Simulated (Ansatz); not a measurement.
# Mg6TlCd, from a guessed structure to a relaxed one

This structure for Mg6TlCd is made up. Its elements were placed in a known structure type with a cell scaled to their sizes. What cell does the guess relax to, and how far off was it?

Main program and level: Ansatz 0.2.0; DFT, PBE, plane-wave PAW, files of the set soft_1, scalar-relativistic, no spin, cell and ions relaxed at zero pressure; PAW set soft_1, in the first sound run; inputs show where later runs differ.

## (1) Set-up

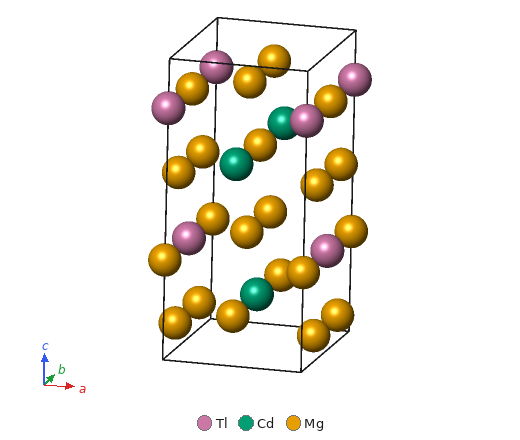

The cell as given, slightly off an axis (thallium pink, cadmium teal, magnesium orange). This picture shows the conventional cell, with its axes. Some periodic images of atoms are drawn too.

## (2) Relaxing cell and atoms

The guess takes its coordinates from another compound and its volume from a rule, so the cell and any free coordinates are relaxed together.

input.yaml reads:

```yaml
crystal:
  lattice:
    - [5.171, 0.0, 0.0]
    - [0.0, 3.199, 5.5895]
    - [0.0, -3.199, 5.5895]
  atoms:
    - { symbol: Tl, position: [0.0, 0.8354, 0.8354] }
    - { symbol: Cd, position: [0.5, 0.6702, 0.6702] }
    - { symbol: Mg, position: [0.5, 0.1659, 0.1659] }
    - { symbol: Mg, position: [0.5, 0.6642, 0.156] }
    - { symbol: Mg, position: [0.5, 0.156, 0.6642] }
    - { symbol: Mg, position: [0.0, 0.3316, 0.3316] }
    - { symbol: Mg, position: [0.0, 0.837, 0.3392] }
    - { symbol: Mg, position: [0.0, 0.3392, 0.837] }
kpoints:
  mp_grid: { grid: [5, 5, 5] }
scf:
  occupations: { method: fermi_dirac, width: 0.05 }
hamiltonian:
  xc: pbe
  pseudopotentials: { kind: paw, azcp: { folder: soft_1 } }
relax:
  f_tol: 0.015
  max_steps: 70
  cell: {}
output:
  forces: true
  stress: true
```

Started as:

```bash
ansatz run input.yaml --threads 4 --pin off --max-ram 10240MiB --backend cpu --events-out ev --progress --plain --runs-dir out
```

Numbers of over 12 decimals in the logs are rounded to 6 here.

What it wrote:

```text
Engine: ansatz 0.2.0, x86_64-unknown-linux-gnu
Pseudopotentials: kind: paw
Pseudopotential: Tl, paw, valence charge 13, recommended cutoff 420 eV (normal), soft_1/Tl.paw.azcp
Pseudopotential: Cd, paw, valence charge 20, recommended cutoff 420 eV (normal), soft_1/Cd.paw.azcp
Pseudopotential: Mg, paw, valence charge 10, recommended cutoff 420 eV (normal), soft_1/Mg.paw.azcp
Functional definition: PBE
  parameter kappa = 0.804
  parameter beta = 0.066725
  exchange = pbe_x(kappa = kappa, mu = beta*pi^2/3)
  correlation = pbe_c(beta = beta)
Crystal: 8 atoms, lattice volume = 184.923 Å³
Basis set: ecut = 420 eV, 3657 PW (Γ), exchange–correlation on 72×90×90 points (8 copies of the dense FFT grid, shifted against one another)
Bands: 56, of which v1, the nominal top of the filled ones, is band 47 counted from 1 (46 counted from 0)
Symmetry: 4 space group operations
Space group: Amm2 (ITA 38), of the structure as read, at distance tolerance 5.7e-5 Å
k-points: 27 of 125 (time reversal used)
Non-local potential: Tl, projectors of the file, l = 0: 2, l = 1: 2, l = 2: 2, l = 3: 1
Non-local potential: Cd, projectors of the file, l = 0: 3, l = 1: 2, l = 2: 2, l = 3: 1
Non-local potential: Mg, projectors of the file, l = 0: 3, l = 1: 2, l = 2: 1
PAW form: soft (Blöchl's): semilocal exchange-correlation on the pseudo side does not see the compensation charge
PAW one-centre angular grid: Tl, 590 points (default); XC on 64 Gauss nodes
PAW one-centre angular grid: Cd, 590 points (default); XC on 64 Gauss nodes
PAW one-centre angular grid: Mg, 110 points (default); XC on 64 Gauss nodes
Initial density: superposition of atomic densities (chi_scale 0.1, normalization cell, long waves kept (reshape's long-wave potential 0.02 eV rms))
Initial wavefunctions: pseudopotential atomic-orbital guess
Functional: x = pbe(κ = 0.804, μ = 0.219515), c = pbe(β = 0.066725)
SCF iter   1: F=—  HF=-31245.258666 eV  |F-HF|=—  |Δ(HF+E_count)|=         —  Δρ=3.92e-2  dr2=5.74e0  ethr=3.10e-3  ⟨swp⟩=9.5  Hψ=6205  notcnv=0
preconditioner: auto → Kerker (q_TF=auto, 2.433 Å⁻¹)  [metal: Δε(μ)=0.049 eV  Ē_g=8.434 eV  σ=0.050 eV  W_gap=0.24  n_scr=46 (ndim 8)  ℏωp=16.6 eV  f_vac=0.000  D(μ)=2.61/eV (n_scr^D=8)]
SCF iter   2: F=—  HF=-31244.157587 eV  |F-HF|=—  |Δ(HF+E_count)|=    1.10e0  Δρ=1.58e-2  dr2=1.40e0  ethr=3.10e-3  ⟨swp⟩=2.2  Hψ=3035  notcnv=0  defer=54
SCF iter   3: F=—  HF=-31243.882838 eV  |F-HF|=—  |Δ(HF+E_count)|=   2.75e-1  Δρ=7.06e-3  dr2=3.24e-1  ethr=1.50e-3  ⟨swp⟩=2.2  Hψ=1947  notcnv=0  defer=54
SCF iter   4: F=—  HF=-31243.811363 eV  |F-HF|=—  |Δ(HF+E_count)|=   7.15e-2  Δρ=1.62e-3  dr2=8.40e-3  ethr=3.48e-4  ⟨swp⟩=3.2  Hψ=2218  notcnv=0  defer=54
SCF iter   5: F=—  HF=-31243.809776 eV  |F-HF|=—  |Δ(HF+E_count)|=   1.59e-3  Δρ=4.46e-4  dr2=6.35e-4  ethr=9.03e-6  ⟨swp⟩=2.0  Hψ=2060  notcnv=0  defer=54
SCF iter   6: F=—  HF=-31243.809666 eV  |F-HF|=—  |Δ(HF+E_count)|=   1.10e-4  Δρ=1.30e-4  dr2=4.89e-5  ethr=6.82e-7  ⟨swp⟩=2.0  Hψ=1964  notcnv=0  defer=54
SCF iter   7: F=—  HF=-31243.809652 eV  |F-HF|=—  |Δ(HF+E_count)|=   1.44e-5  Δρ=3.02e-5  dr2=1.74e-6  ethr=5.26e-8  ⟨swp⟩=2.0  Hψ=1678  notcnv=0  defer=54
SCF iter   8: F=—  HF=-31243.809652 eV  |F-HF|=—  |Δ(HF+E_count)|=   2.71e-7  Δρ=1.01e-5  dr2=2.66e-7  ethr=1.87e-9  ⟨swp⟩=2.0  Hψ=2702  notcnv=0  defer=54
SCF iter   9: F=-31243.809652 eV  HF=-31243.809652 eV  |F-HF|=4.66e-9  |Δ(HF+E_count)|=   4.73e-8  Δρ=2.28e-6  dr2=1.27e-8  ethr=1.08e-10  ⟨swp⟩=4.0  Hψ=4650  notcnv=0
SCF 1 converged in 9 iterations: F = -31243.809652 eV  dr2 = 1.27e-8
  greatest PAW one-centre occupation: 1.000 electrons in one spin orbital (limit 2), on the Cd atom at site 1 (counted from 0), in its partial waves of l = 0
relax step   1: F+E_penalty+E_count = -31243.80965167 eV  Δ(F+E_penalty+E_count) = +0.000e0 eV  max|allowed force component| = 5.951e-1 eV/Å  Δτ_max = 0.0000 Å  P = +0.105 GPa  Ω = 184.923 Å³  (9 SCF iters, dr2 threshold 1.00e-7 eV, accepted)
Crystal: 8 atoms, lattice volume = 184.829 Å³
Basis set: ecut = 420 eV, 3645 PW (Γ), exchange–correlation on 72×90×90 points (8 copies of the dense FFT grid, shifted against one another)
Initial density: handed on by an earlier stage of this run
Initial wavefunctions: those handed on with the density
iter 1 solved again at ethr=3.42e-5 eV; its pass at ethr=3.10e-3 eV (dr2=3.18e-2 eV) is discarded
SCF iter   1: F=—  HF=-31243.924147 eV  |F-HF|=—  |Δ(HF+E_count)|=         —  Δρ=3.75e-3  dr2=3.19e-2  ethr=3.42e-5  ⟨swp⟩=2.0  Hψ=7301  notcnv=0
preconditioner: auto → Kerker (q_TF=auto, 2.433 Å⁻¹)  [metal: Δε(μ)=0.092 eV  Ē_g=9.550 eV  σ=0.050 eV  W_gap=0.41  n_scr=46 (ndim 8)  ℏωp=16.6 eV  f_vac=0.000  D(μ)=2.21/eV (n_scr^D=8)]
SCF iter   2: F=—  HF=-31243.915775 eV  |F-HF|=—  |Δ(HF+E_count)|=   8.37e-3  Δρ=1.90e-3  dr2=8.96e-3  ethr=3.42e-5  ⟨swp⟩=2.0  Hψ=1657  notcnv=0
SCF iter   3: F=—  HF=-31243.913309 eV  |F-HF|=—  |Δ(HF+E_count)|=   2.47e-3  Δρ=3.72e-4  dr2=4.05e-4  ethr=9.64e-6  ⟨swp⟩=2.0  Hψ=2579  notcnv=0
SCF iter   4: F=—  HF=-31243.913363 eV  |F-HF|=—  |Δ(HF+E_count)|=   5.34e-5  Δρ=1.84e-4  dr2=7.80e-5  ethr=4.35e-7  ⟨swp⟩=2.0  Hψ=2581  notcnv=0
SCF iter   5: F=—  HF=-31243.913340 eV  |F-HF|=—  |Δ(HF+E_count)|=   2.28e-5  Δρ=4.27e-5  dr2=8.40e-6  ethr=8.39e-8  ⟨swp⟩=2.0  Hψ=2760  notcnv=0
SCF iter   6: F=-31243.913339 eV  HF=-31243.913339 eV  |F-HF|=2.37e-7  |Δ(HF+E_count)|=   1.31e-6  Δρ=1.12e-5  dr2=3.62e-7  ethr=8.60e-10  ⟨swp⟩=3.0  Hψ=5737  notcnv=0
SCF 2 converged in 6 iterations: F = -31243.913339 eV  dr2 = 3.62e-7
relax step   2: F+E_penalty+E_count = -31243.91333854 eV  Δ(F+E_penalty+E_count) = -1.037e-1 eV  max|allowed force component| = 1.453e-1 eV/Å  Δτ_max = 0.1429 Å  P = -0.051 GPa  Ω = 184.829 Å³  energy of the carried Pulay correction = +7.434e-6 eV  (6 SCF iters, dr2 threshold 8.00e-7 eV, accepted)
Crystal: 8 atoms, lattice volume = 184.369 Å³
Basis set: ecut = 420 eV, 3625 PW (Γ), exchange–correlation on 72×90×90 points (8 copies of the dense FFT grid, shifted against one another)
iter 1 solved again at ethr=8.90e-6 eV; its pass at ethr=3.10e-3 eV (dr2=8.28e-3 eV) is discarded
SCF iter   1: F=—  HF=-31243.924658 eV  |F-HF|=—  |Δ(HF+E_count)|=         —  Δρ=1.68e-3  dr2=8.26e-3  ethr=8.90e-6  ⟨swp⟩=1.9  Hψ=7247  notcnv=0
preconditioner: auto → Resta (q_TF=auto, 2.434 Å⁻¹)  ε∞=4.0  [insulator: Δε(μ)=0.134 eV  Ē_g=9.561 eV  σ=0.050 eV  W_gap=0.56  n_scr=46 (ndim 8)  ℏωp=16.6 eV  f_vac=0.000  D(μ)=2.02/eV (n_scr^D=8)  ε∞_Penn≈4.0]
SCF iter   2: F=—  HF=-31243.922306 eV  |F-HF|=—  |Δ(HF+E_count)|=   2.35e-3  Δρ=6.07e-4  dr2=9.53e-4  ethr=8.88e-6  ⟨swp⟩=2.0  Hψ=1860  notcnv=0
SCF iter   3: F=—  HF=-31243.922071 eV  |F-HF|=—  |Δ(HF+E_count)|=   2.35e-4  Δρ=1.71e-4  dr2=4.76e-5  ethr=1.02e-6  ⟨swp⟩=2.0  Hψ=2179  notcnv=0
SCF iter   4: F=—  HF=-31243.922191 eV  |F-HF|=—  |Δ(HF+E_count)|=   1.20e-4  Δρ=8.54e-5  dr2=1.04e-5  ethr=5.12e-8  ⟨swp⟩=2.0  Hψ=2756  notcnv=0
SCF iter   5: F=-31243.922189 eV  HF=-31243.922189 eV  |F-HF|=5.77e-8  |Δ(HF+E_count)|=   2.68e-6  Δρ=1.06e-5  dr2=2.32e-7  ethr=8.60e-10  ⟨swp⟩=3.1  Hψ=5995  notcnv=0
SCF 3 converged in 5 iterations: F = -31243.922189 eV  dr2 = 2.32e-7
relax step   3: F+E_penalty+E_count = -31243.92218887 eV  Δ(F+E_penalty+E_count) = -8.850e-3 eV  max|allowed force component| = 2.738e-2 eV/Å  Δτ_max = 0.0617 Å  P = +0.070 GPa  Ω = 184.369 Å³  energy of the carried Pulay correction = +4.387e-5 eV  (5 SCF iters, dr2 threshold 8.00e-7 eV, accepted)
Crystal: 8 atoms, lattice volume = 185.261 Å³
iter 1 solved again at ethr=2.59e-6 eV; its pass at ethr=3.10e-3 eV (dr2=2.41e-3 eV) is discarded
SCF iter   1: F=—  HF=-31243.924103 eV  |F-HF|=—  |Δ(HF+E_count)|=         —  Δρ=7.52e-4  dr2=2.44e-3  ethr=2.59e-6  ⟨swp⟩=2.2  Hψ=7001  notcnv=0
preconditioner: auto → Resta (q_TF=auto, 2.432 Å⁻¹)  ε∞=4.0  [insulator: Δε(μ)=0.131 eV  Ē_g=9.559 eV  σ=0.050 eV  W_gap=0.55  n_scr=46 (ndim 8)  ℏωp=16.6 eV  f_vac=0.000  D(μ)=2.07/eV (n_scr^D=8)  ε∞_Penn≈4.0]
SCF iter   2: F=—  HF=-31243.923499 eV  |F-HF|=—  |Δ(HF+E_count)|=   6.04e-4  Δρ=2.86e-4  dr2=2.92e-4  ethr=2.59e-6  ⟨swp⟩=2.0  Hψ=1876  notcnv=0
SCF iter   3: F=—  HF=-31243.923441 eV  |F-HF|=—  |Δ(HF+E_count)|=   5.83e-5  Δρ=8.37e-5  dr2=1.16e-5  ethr=3.14e-7  ⟨swp⟩=2.0  Hψ=1878  notcnv=0
SCF iter   4: F=—  HF=-31243.923562 eV  |F-HF|=—  |Δ(HF+E_count)|=   1.21e-4  Δρ=3.55e-5  dr2=2.07e-6  ethr=1.24e-8  ⟨swp⟩=2.0  Hψ=2581  notcnv=0
SCF iter   5: F=-31243.923561 eV  HF=-31243.923561 eV  |F-HF|=1.22e-8  |Δ(HF+E_count)|=   5.30e-7  Δρ=6.40e-6  dr2=8.68e-8  ethr=1.61e-10  ⟨swp⟩=3.0  Hψ=6014  notcnv=0
SCF 4 converged in 5 iterations: F = -31243.923561 eV  dr2 = 8.68e-8
relax step   4: F+E_penalty+E_count = -31243.92356098 eV  Δ(F+E_penalty+E_count) = -1.372e-3 eV  max|allowed force component| = 6.994e-3 eV/Å  Δτ_max = 0.0213 Å  P = -0.093 GPa  Ω = 185.261 Å³  energy of the carried Pulay correction = -2.664e-5 eV  (5 SCF iters, dr2 threshold 1.50e-7 eV, accepted)
Crystal: 8 atoms, lattice volume = 184.753 Å³
iter 1 solved again at ethr=1.59e-7 eV; its pass at ethr=3.10e-3 eV (dr2=1.47e-4 eV) is discarded
SCF iter   1: F=—  HF=-31243.923734 eV  |F-HF|=—  |Δ(HF+E_count)|=         —  Δρ=1.98e-4  dr2=1.70e-4  ethr=1.59e-7  ⟨swp⟩=3.0  Hψ=6783  notcnv=0
preconditioner: auto → Resta (q_TF=auto, 2.433 Å⁻¹)  ε∞=4.0  [insulator: Δε(μ)=0.128 eV  Ē_g=9.556 eV  σ=0.050 eV  W_gap=0.54  n_scr=46 (ndim 8)  ℏωp=16.6 eV  f_vac=0.000  D(μ)=2.05/eV (n_scr^D=8)  ε∞_Penn≈4.0]
SCF iter   2: F=—  HF=-31243.923718 eV  |F-HF|=—  |Δ(HF+E_count)|=   1.61e-5  Δρ=7.39e-5  dr2=1.74e-5  ethr=1.59e-7  ⟨swp⟩=2.0  Hψ=1884  notcnv=0
SCF iter   3: F=—  HF=-31243.923797 eV  |F-HF|=—  |Δ(HF+E_count)|=   7.86e-5  Δρ=2.48e-5  dr2=1.26e-6  ethr=1.87e-8  ⟨swp⟩=2.0  Hψ=2580  notcnv=0
SCF iter   4: F=—  HF=-31243.923797 eV  |F-HF|=—  |Δ(HF+E_count)|=   4.73e-8  Δρ=1.03e-5  dr2=1.88e-7  ethr=1.36e-9  ⟨swp⟩=2.0  Hψ=1879  notcnv=0
SCF iter   5: F=-31243.923797 eV  HF=-31243.923797 eV  |F-HF|=2.99e-9  |Δ(HF+E_count)|=   9.50e-9  Δρ=1.94e-6  dr2=9.33e-9  ethr=3.71e-11  ⟨swp⟩=4.0  Hψ=4654  notcnv=0
SCF 5 converged in 5 iterations: F = -31243.923797 eV  dr2 = 9.33e-9
relax step   5: F+E_penalty+E_count = -31243.92379683 eV  Δ(F+E_penalty+E_count) = -2.358e-4 eV  max|allowed force component| = 1.905e-3 eV/Å  Δτ_max = 0.0048 Å  P = +0.007 GPa  Ω = 184.753 Å³  energy of the carried Pulay correction = +1.349e-5 eV  (5 SCF iters, dr2 threshold 3.45e-8 eV, accepted)
Initial wavefunctions: pseudopotential atomic-orbital guess (no wavefunctions were taken with the density)
iter 1 solved again at ethr=1.55e-8 eV; its pass at ethr=3.10e-3 eV (dr2=1.44e-5 eV) is discarded
SCF iter   1: F=—  HF=-31243.923362 eV  |F-HF|=—  |Δ(HF+E_count)|=         —  Δρ=1.83e-4  dr2=1.33e-6  ethr=1.55e-8  ⟨swp⟩=4.9  Hψ=11192  notcnv=0
preconditioner: auto → Resta (q_TF=auto, 2.433 Å⁻¹)  ε∞=4.0  [insulator: Δε(μ)=0.128 eV  Ē_g=9.561 eV  σ=0.050 eV  W_gap=0.54  n_scr=46 (ndim 8)  ℏωp=16.6 eV  f_vac=0.000  D(μ)=2.06/eV (n_scr^D=8)  ε∞_Penn≈4.0]
SCF iter   2: F=—  HF=-31243.923701 eV  |F-HF|=—  |Δ(HF+E_count)|=   3.39e-4  Δρ=9.22e-5  dr2=3.40e-7  ethr=1.43e-9  ⟨swp⟩=2.0  Hψ=2501  notcnv=0
SCF iter   3: F=—  HF=-31243.923775 eV  |F-HF|=—  |Δ(HF+E_count)|=   7.40e-5  Δρ=8.02e-7  dr2=8.09e-10  ethr=3.65e-10  ⟨swp⟩=2.0  Hψ=2500  notcnv=0
SCF iter   4: F=—  HF=-31243.923775 eV  |F-HF|=—  |Δ(HF+E_count)|=   1.41e-9  Δρ=2.28e-7  dr2=9.48e-11  ethr=1.00e-12  ⟨swp⟩=5.0  Hψ=5578  notcnv=0
SCF iter   5: F=-31243.923775 eV  HF=-31243.923775 eV  |F-HF|=0.00e0  |Δ(HF+E_count)|=  2.18e-11  Δρ=4.89e-8  dr2=3.77e-12  ethr=1.00e-12  ⟨swp⟩=4.0  Hψ=4332  notcnv=0
SCF 6 converged in 5 iterations: F = -31243.923775 eV  dr2 = 3.77e-12
relax step   6: F+E_penalty+E_count = -31243.92377526 eV  Δ(F+E_penalty+E_count) = +2.157e-5 eV  max|allowed force component| = 1.887e-3 eV/Å  Δτ_max = 0.0000 Å  P = +0.007 GPa  Ω = 184.753 Å³  stress off target by 1.79e-2 GPa  SCF on the basis re-selected at this cell (its energy is not comparable with the rows above)  (5 SCF iters)
basis re-selected at this cell: Δ(F+E_penalty+E_count) = +2.157e-5 eV, ΔP = -0.000 GPa vs the last step (what re-selecting the basis moved, of the pressure what is left beyond the Pulay correction that the steps carried, after the strain that the cell walked since its last selection, with what the two solves' SCF thresholds leave and, on support functions, any second-order correction that the steps lacked; it is no m [...]
SCF converged after 5 iterations
Free energy (F): -31243.923775 eV
Harris-Foulkes:  -31243.923775 eV  (|F-HF|=0.00e0)
Internal energy: -31243.904640 eV  (E = F + TS)
E sigma→0 (E₀):  -31243.914208 eV
Entropy (-TS):   -0.019135 eV (-2.392 meV/atom)
Fermi energy:    7.688035 eV
--- Per-component energies (eV) ---
  E_band       = -2595.886207
  E_kinetic    = 1123.391103
  E_local      = -14687.155696  (includes V_loc(G=0)·N_el)
  E_nonlocal   = 1604.337110
  E_hartree    = 5472.946739
  E_xc         = -499.353098
  E_vxc        = -522.046298  (∫ρ·V_xc dr)
  E_paw        = -16091.307877  (= ΣΔE_a)
  E_vpaw       = -1060.305382  (= ΣTr[D̂ρ^β])
  E_aug_tail   = -0.000644  (compensation charges beyond the density's cutoff)
  E_ewald      = -8166.762276
  E_smearing   = -0.019135  (= −TS)
  E_closure    = 0.000000  (closes the sum)
  Σ components = -31243.923775   (vs F -31243.923775, Δ=0.00e0)
--- Forces (eV/Å), atoms counted from 1 ---
  atom   1  Tl     0.00000000     0.00000000    -0.00011651
  atom   2  Cd     0.00000000     0.00000000    -0.00025236
  atom   3  Mg     0.00000000     0.00000000     0.00028289
  atom   4  Mg     0.00000000    -0.00188718     0.00181327
  atom   5  Mg     0.00000000     0.00188718     0.00181327
  atom   6  Mg     0.00000000     0.00000000    -0.00069124
  atom   7  Mg     0.00000000    -0.00075757    -0.00142438
  atom   8  Mg     0.00000000     0.00075757    -0.00142438
  max |Σ_I F_I| component: 5.57e-7 eV/Å
--- Stress (GPa, compression-positive) ---
       -0.008261       0.000000       0.000000
        0.000000       0.017868       0.000000
        0.000000       0.000000       0.011260
  P = ⅓ Tr σ = 0.0070 GPa (0.070 kbar)
--- Relaxed structure (5 steps of the walk, 5 accepted, 1 SCFs on fresh bases) ---
  F+E_penalty+E_count = -31243.92377526 eV   max|allowed force component| = 1.887e-3 eV/Å   (the final SCF, on the basis selected at the relaxed cell)
  cell:  # Å, volume = 184.7526 Å³
    - [5.255651, 0.0, 0.0]
    - [0.0, 3.144589, 5.589465]
    - [0.0, -3.144589, 5.589465]
  atoms:
    - { symbol: Tl, position: [0.0, 0.842868, 0.842868] }
    - { symbol: Cd, position: [0.5, 0.650418, 0.650418] }
    - { symbol: Mg, position: [0.5, 0.166411, 0.166411] }
    - { symbol: Mg, position: [0.5, 0.660849, 0.166116] }
    - { symbol: Mg, position: [0.5, 0.166116, 0.660849] }
    - { symbol: Mg, position: [0.0, 0.334306, 0.334306] }
    - { symbol: Mg, position: [0.0, 0.837863, 0.340669] }
    - { symbol: Mg, position: [0.0, 0.340669, 0.837863] }
```

Run time: 27 s. Hardware: 4 threads of Intel Xeon 6975P-C (Granite Rapids), shared host; peak memory 0.7 GiB.

Relaxation path:

| step | energy less that of the first step (eV) | largest force component (eV/Å) | pressure (GPa) | volume (Å³) |
| --- | --- | --- | --- | --- |
| 1 | 0.0000 | 0.5951 | 0.10 | 184.92 |
| 2 | -0.1037 | 0.1453 | -0.05 | 184.83 |
| 3 | -0.1125 | 0.0274 | 0.07 | 184.37 |
| 4 | -0.1139 | 0.0070 | -0.09 | 185.26 |
| 5 | -0.1141 | 0.0019 | 0.01 | 184.75 |
| 6* | -0.1141 | 0.0019 | 0.01 | 184.75 |

Relaxation steps marked * repeat the geometry before them on a plane-wave basis chosen anew for their cell, so energy and pressure can jump there.

The run keeps the 4 symmetry operations that it works with, so distortions that break them were not tested.

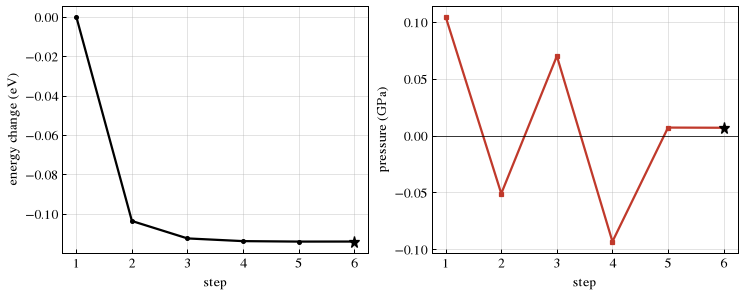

Energy and pressure along the relaxation. Stars mark steps on a basis chosen anew.

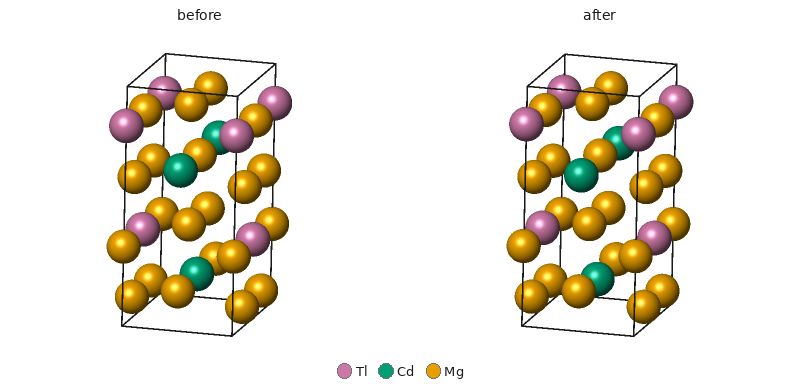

Before and after, at one scale.

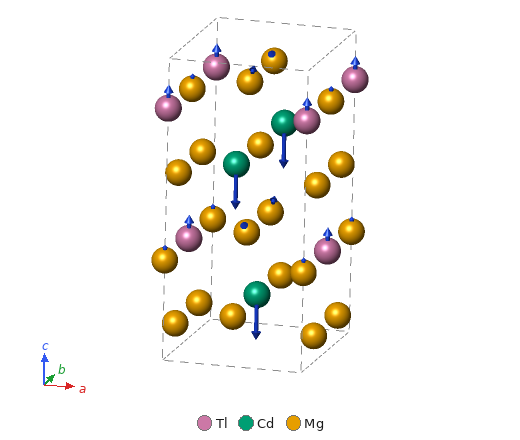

Displacements in the relaxation, exaggerated, measured against the changing cell; the longest in the cell stands for 0.22 Å. Some periodic images of atoms are drawn too.

```csv
"conventional cell, symmetrised",before,after,change
a (Å),5.171,5.256,+1.6 %
b (Å),6.398,6.289,-1.7 %
c (Å),11.179,11.179,-0.0 %
volume (Å³/atom),23.12,23.09,-0.1 %
```

The atoms that moved most (Å, as changes of fractional coordinates times the final cell):

| atom | dx | dy | dz | length |
| --- | --- | --- | --- | --- |
| Cd2 | 0.000 | 0.000 | -0.221 | 0.221 |
| Tl1 | 0.000 | 0.000 | 0.083 | 0.083 |
| Mg4 | 0.000 | -0.042 | 0.038 | 0.057 |
| Mg5 | 0.000 | 0.042 | 0.038 | 0.057 |
| Mg6 | 0.000 | 0.000 | 0.030 | 0.030 |
| Mg7 | 0.000 | -0.002 | 0.013 | 0.013 |
| Mg8 | 0.000 | 0.002 | 0.013 | 0.013 |
| Mg3 | 0.000 | 0.000 | 0.006 | 0.006 |

This step gave:

```yaml
free_energy: -31243.9238 eV
energy_at_zero_smearing: -31243.9142 eV
smearing_term_ts: 0.01914 eV
fermi_energy: 7.688 eV
electrons: 93
symmetry_operations: 4
pressure: 0.006956 GPa
```

The shortest distance of each pair, which need not be the same contact before and after:

```csv
pair,guess (Å),relaxed (Å)
Cd–Mg,3.109,3.072
Mg–Mg,3.147,3.111
Mg–Tl,3.140,3.146
Cd–Tl,3.177,3.396
Tl–Tl,5.171,5.256
```

The relaxation ends with a largest force component of 0.0019 eV/Å and a pressure of 0.01 GPa.

(Continued in part 2 of 2.)

[Logs are printed without paths, hosts, clocks, repeated set-up lines and the standing remarks that a program may print on its own settings, such as how far it seeks lower states.]

[Hosts, paths, dates, database ids (printed as entryN), source tags and the programs' standing remarks are cut or masked in the printed files.]
